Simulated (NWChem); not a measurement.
# One shape, several levels: C3H7FO (SMILES COC(C)F)

Aim: a comparison of 3 runs (HF/STO-3G, HF/3-21G, B3LYP/6-31G*) of C3H7FO. 

Program for the calculation: NWChem 7.3.0.

## Step 1: Starting point

The species is C3H7FO (12 atoms), meant as a singlet with charge 0. SMILES: `COC(C)F`. The shape is that of a PBE0-D4/def2-TZVP optimisation. This is one conformer, not always the lowest.

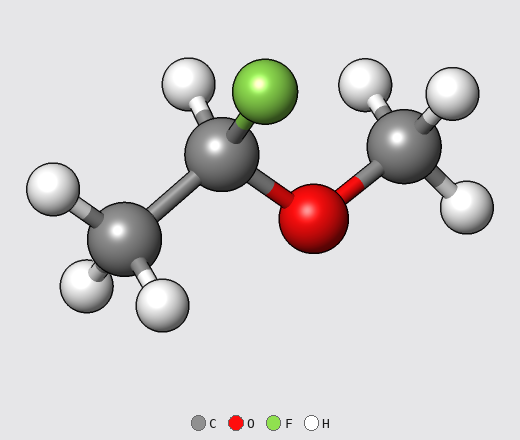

Viewed from a chosen angle; carbon grey, oxygen red, fluorine green, hydrogen white.

## Step 2: Energy and gradient at HF/STO-3G (run 1)

Input file c3h7fo.nw:

```
START c3h7fo
memory stack 880 mb heap 220 mb global 1100 mb

GEOMETRY units angstroms noautosym nocenter noautoz
 C     -1.782000     0.551800    -0.021300
 O     -0.431900     0.559200    -0.434200
 C      0.370400    -0.304400     0.262900
 C      1.734100    -0.335000    -0.360300
 F      0.487000     0.124200     1.583400
 H     -2.326200     1.202600    -0.704100
 H     -2.202500    -0.460300    -0.076900
 H     -1.887500     0.927400     0.999900
 H     -0.091800    -1.301500     0.327900
 H      2.145300     0.675100    -0.381200
 H      1.667700    -0.713400    -1.381000
 H      2.394100    -0.980800     0.218900
END

BASIS spherical bse
 * library STO-3G
END

SCF
 thresh 1e-08
 maxiter 80
 print low
END

TASK scf gradient
```

Run with:

```bash
$ nwchem c3h7fo.nw > c3h7fo.out
```

The program printed:

```text
[...]
  functions       =    32
[...]
  wavefunction    = RHF
[...]
         Total SCF energy =   -288.171974926704
      One-electron energy =   -790.385445931633
      Two-electron energy =    304.670497073885
 Nuclear repulsion energy =    197.542973931044
        Time for solution =      1.5s
[...]
                         RHF ENERGY GRADIENTS
    atom               coordinates                        gradient
                 x          y          z           x          y          z
   1 C      -3.367492   1.042751  -0.040251    0.008414   0.007376  -0.007064
   2 O      -0.816173   1.056735  -0.820519    0.010215  -0.041100   0.045732
   3 C       0.699955  -0.575233   0.496809    0.008777   0.025607  -0.061982
   4 C       3.276974  -0.633058  -0.680868   -0.034867   0.003244   0.022433
   5 F       0.920297   0.234704   2.992192   -0.000441  -0.002485  -0.001678
   6 H      -4.395881   2.272584  -1.330556    0.002697  -0.001303  -0.000097
   7 H      -4.162121  -0.869841  -0.145320    0.002531  -0.002657  -0.001554
   8 H      -3.566858   1.752532   1.889537    0.003815   0.000199  -0.001318
   9 H      -0.173477  -2.459478   0.619641   -0.001559   0.010771   0.006531
  10 H       4.054029   1.275754  -0.720364    0.000624   0.005116   0.000425
  11 H       3.151496  -1.348131  -2.609712   -0.002234  -0.001924  -0.004226
[...]
```

It took 2.4 s on 1 thread of Intel Xeon 6975P-C (Granite Rapids), shared host; peak memory 0.099 GiB.

## Step 3: Energy and gradient at HF/3-21G (run 2)

Input file run.py:

```python
from ase import Atoms
from ase.calculators.nwchem import NWChem

mol = Atoms(['C', 'O', 'C', 'C', 'F', 'H', 'H', 'H', 'H', 'H', 'H', 'H'], positions=[
    [-1.782000, 0.551800, -0.021300],
    [-0.431900, 0.559200, -0.434200],
    [0.370400, -0.304400, 0.262900],
    [1.734100, -0.335000, -0.360300],
    [0.487000, 0.124200, 1.583400],
    [-2.326200, 1.202600, -0.704100],
    [-2.202500, -0.460300, -0.076900],
    [-1.887500, 0.927400, 0.999900],
    [-0.091800, -1.301500, 0.327900],
    [2.145300, 0.675100, -0.381200],
    [1.667700, -0.713400, -1.381000],
    [2.394100, -0.980800, 0.218900],
])

calc = NWChem(
    label='c3h7fo',
    theory='scf',
    memory='2200 mb',
    basis='3-21G',
    basispar='spherical bse',
    scf={'nopen': '0', 'rhf': None, 'thresh': '1e-08', 'maxiter': '80', 'print': 'low'},
)
mol.calc = calc

forces = mol.get_forces()
print(f"energy = {mol.get_potential_energy():.6f} eV")
print("forces (eV/A):")
for s, f in zip(mol.symbols, forces):
    print(f"{s:2s} {f[0]:10.5f} {f[1]:10.5f} {f[2]:10.5f}")
```

Run with:

```bash
$ export ASE_NWCHEM_COMMAND="nwchem PREFIX.nwi > PREFIX.nwo"
$ python run.py
```

The program printed:

```text
energy = -7901.439096 eV
forces (eV/A):
C    -1.57814    0.36412    0.23438
O     0.32653    0.31846   -0.64766
C     0.32072   -1.27511    0.32005
C     0.49849   -0.10917   -0.29347
F     0.06063    0.20183    0.46336
H     0.16260   -0.23829    0.25043
H     0.11447    0.36649    0.05338
H     0.06315   -0.19797   -0.38669
H     0.37147    0.51463   -0.19633
H    -0.17406   -0.32154    0.02700
H     0.00201    0.16172    0.33337
H    -0.16769    0.21484   -0.15787
```

The calculator wrote c3h7fo.nwi:

```
title "c3h7fo"

permanent_dir c3h7fo

scratch_dir c3h7fo

start c3h7fo

geometry units angstrom nocenter noautosym noautoz
  C  -1.7820000000000000e+00 5.5179999999999996e-01 -2.1299999999999999e-02
  O  -4.3190000000000001e-01 5.5920000000000003e-01 -4.3419999999999997e-01
  C  3.7040000000000001e-01 -3.0440000000000000e-01 2.6290000000000002e-01
  C  1.7341000000000000e+00 -3.3500000000000002e-01 -3.6030000000000001e-01
  F  4.8699999999999999e-01 1.2420000000000000e-01 1.5833999999999999e+00
  H  -2.3262000000000000e+00 1.2025999999999999e+00 -7.0409999999999995e-01
  H  -2.2025000000000001e+00 -4.6029999999999999e-01 -7.6899999999999996e-02
  H  -1.8875000000000000e+00 9.2740000000000000e-01 9.9990000000000001e-01
  H  -9.1800000000000007e-02 -1.3015000000000001e+00 3.2790000000000002e-01
  H  2.1453000000000002e+00 6.7510000000000003e-01 -3.8119999999999998e-01
  H  1.6677000000000000e+00 -7.1340000000000003e-01 -1.3810000000000000e+00
  H  2.3940999999999999e+00 -9.8080000000000001e-01 2.1890000000000001e-01
end

memory 2200 mb

basis spherical bse noprint
   * library 3-21G
end

scf
  nopen 0
  rhf
  thresh 1e-08
  maxiter 80
  print low
end

task scf gradient
```

c3h7fo.nwo:

```text
Northwest Computational Chemistry Package (NWChem) 7.3.0
             --------------------------------------------------------

           Job information
           ---------------

    nwchem branch   = 7.3.0
    use scalapack   = T
    input           = c3h7fo.nwi
    prefix          = c3h7fo.
    data base       = c3h7fo/c3h7fo.db
    status          = startup
    nproc           =        1

           Memory information
           ------------------

    heap     =     72089598 doubles =      550.0 Mbytes
    stack    =     72089595 doubles =      550.0 Mbytes
    global   =    144179200 doubles =     1100.0 Mbytes (distinct from heap & stack)
    total    =    288358393 doubles =     2200.0 Mbytes
    verify   = yes
    hardfail = no

           Directory information
           ---------------------

  0 permanent = c3h7fo
  0 scratch   = c3h7fo

                                NWChem Input Module
                                -------------------

                                      c3h7fo
                                      ------

[... 26 lines left out ...]
            Nuclear Dipole moment (a.u.)
[... 60 lines left out ...]
                                      c3h7fo

  ao basis        = "ao basis"
  functions       =    59
  atoms           =    12
  closed shells   =    21
  open shells     =     0
  charge          =   0.00
  wavefunction    = RHF
  input vectors   = atomic
  output vectors  = c3h7fo/c3h7fo.movecs
  use symmetry    = F
  symmetry adapt  = F

 Forming initial guess at       0.0s

 Starting SCF solution at       0.1s

       Final RHF  results
       ------------------

         Total SCF energy =   -290.372533362983
      One-electron energy =   -790.814252889503
      Two-electron energy =    302.898745595477
 Nuclear repulsion energy =    197.542973931044

        Time for solution =      1.9s

                              NWChem Gradients Module
                              -----------------------

                         RHF ENERGY GRADIENTS

    atom               coordinates                        gradient
                 x          y          z           x          y          z
   1 C      -3.367492   1.042751  -0.040251    0.030690  -0.007081  -0.004558
   2 O      -0.816173   1.056735  -0.820519   -0.006350  -0.006193   0.012595
   3 C       0.699955  -0.575233   0.496809   -0.006237   0.024797  -0.006224
[... 8 lines of this table left out ...]
  12 H       4.524193  -1.853443   0.413661    0.003261  -0.004178   0.003070

 Task  times  cpu:        2.3s     wall:        2.3s
 Total times  cpu:        2.4s     wall:        2.4s
```

It took 3.3 s on 1 thread of Intel Xeon 6975P-C (Granite Rapids), shared host; peak memory 0.098 GiB.

## Step 4: Energy and forces at B3LYP/6-31G(d) (Cartesian functions) (run 3)

Input file test.nw:

```
start test
title "C3H7FO"
memory stack 880 mb heap 220 mb global 1100 mb
charge 0

geometry units angstroms noautosym nocenter noautoz
  C       -1.782000       0.551800      -0.021300
  O       -0.431900       0.559200      -0.434200
  C        0.370400      -0.304400       0.262900
  C        1.734100      -0.335000      -0.360300
  F        0.487000       0.124200       1.583400
  H       -2.326200       1.202600      -0.704100
  H       -2.202500      -0.460300      -0.076900
  H       -1.887500       0.927400       0.999900
  H       -0.091800      -1.301500       0.327900
  H        2.145300       0.675100      -0.381200
  H        1.667700      -0.713400      -1.381000
  H        2.394100      -0.980800       0.218900
end

basis cartesian
  * library 6-31G*
end

dft
  xc b3lyp
  grid xfine
  convergence energy 1e-08
  maxiter 100
  mulliken
  print low
end

task dft gradient
```

Run with:

```bash
$ nwchem test.nw > test.out
```

The program printed:

```text
[...]
 d= 0,ls=0.0,diis     1   -293.4878552793 -4.91D+02  1.44D-02  9.96D-01     3.9
[...]
 d= 0,ls=0.0,diis    10   -293.5892812213 -2.01D-09  2.71D-07  1.20D-09    36.0
         Total DFT energy =     -293.589281221293
      One electron energy =     -793.560516783426
           Coulomb energy =      340.429005001630
    Exchange-Corr. energy =      -38.000743370540
 Nuclear repulsion energy =      197.542973931044
[...]
      Total Density - Mulliken Population Analysis
     ---------------------------------------------
    Atom       Charge   Shell Charges
 -----------   ------   -------------------------------------------------------
    1 C    6     6.21   1.99  0.69  2.08  0.57  0.83  0.05
    2 O    8     8.44   1.99  0.89  2.94  0.98  1.62  0.02
    3 C    6     5.58   1.99  0.72  1.95  0.37  0.48  0.08
    4 C    6     6.48   1.99  0.68  2.16  0.63  0.99  0.03
    5 F    9     9.32   1.99  0.94  3.31  0.99  2.04  0.05
    6 H    1     0.84   0.53  0.30
    7 H    1     0.87   0.53  0.33
    8 H    1     0.84   0.53  0.31
    9 H    1     0.90   0.55  0.35
   10 H    1     0.83   0.52  0.30
[...]
                         DFT ENERGY GRADIENTS
    atom               coordinates                        gradient
                 x          y          z           x          y          z
   1 C      -3.367492   1.042751  -0.040251    0.004658  -0.000940  -0.001329
   2 O      -0.816173   1.056735  -0.820519   -0.000808  -0.005032   0.008255
   3 C       0.699955  -0.575233   0.496809    0.001240   0.005485  -0.003922
   4 C       3.276974  -0.633058  -0.680868   -0.003112   0.000603   0.002277
   5 F       0.920297   0.234704   2.992192   -0.001362  -0.001973  -0.007060
   6 H      -4.395881   2.272584  -1.330556    0.001138  -0.001264   0.001386
   7 H      -4.162121  -0.869841  -0.145320    0.001413   0.001826  -0.000186
   8 H      -3.566858   1.752532   1.889537    0.000410  -0.000414  -0.001912
   9 H      -0.173477  -2.459478   0.619641   -0.000023   0.001825   0.001153
  10 H       4.054029   1.275754  -0.720364   -0.001070  -0.001786   0.000108
  11 H       3.151496  -1.348131  -2.609712   -0.000733   0.000559   0.002282
[...]
```

Run time: 43 s. Hardware: 1 thread of Intel Xeon 6975P-C (Granite Rapids), shared host; peak memory 0.16 GiB.

## Step 5: All runs side by side

| run | level | Cartesian functions | iteration cap | energy (Eh) | largest force (eV/Å) | wall time |
| --- | --- | --- | --- | --- | --- | --- |
| 1 | HF/STO-3G | no | 80 | -288.171975 | 3.478 | 2.4 s |
| 2 | HF/3-21G | no | 80 | -290.372533 | 1.636 | 3.3 s |
| 3 | B3LYP/6-31G* (Cartesian functions) | yes | 100 | -293.589281 | 0.499 | 43 s |

## Step 6: What came out

| quantity | value |
| --- | --- |
| run 3: total energy | -293.58928 Eh |
| run 3: largest force on an atom | 0.499 eV/Å |

In run 1 the basis is minimal, so the values are rough. All runs together took 49 s, the longest 43 s.
